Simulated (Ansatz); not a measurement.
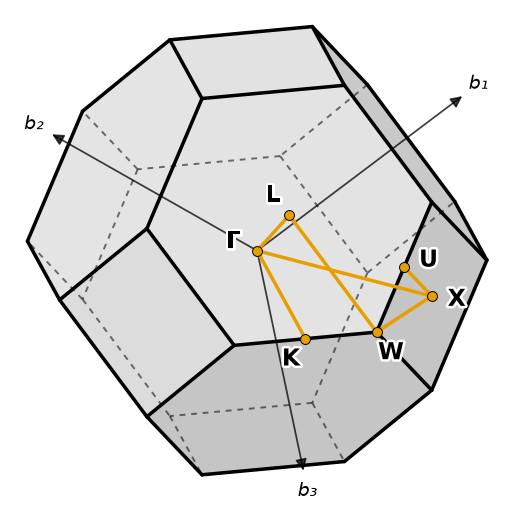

The figure shows the first Brillouin zone with its special points and a band path. Crystal: MgCl6, coordinates from a relaxation with DFT PBE, scalar-relativistic, plane waves, PAW (Ansatz 0.2.0); the starting structure was generated, so it need not be a known form of this composition. The drawing is computed from the coordinates (standard cell, symmetry found to 0.002 Å).

Labels and path follow the convention of Hinuma et al. (2017), as computed by seekpath; the arrows show the directions of the reciprocal primitive vectors b₁, b₂, b₃.

### Name the Bravais lattice of the crystal.

A face-centred cubic lattice (cF; extended symbol cF2). The zone is a truncated octahedron in its combinatorial type: 14 faces (6 with 4 edges, 8 with 6 edges), 36 edges, 24 vertices.

### Write the standard path through the labelled points.

Γ–X–U | K–Γ–L–W–X
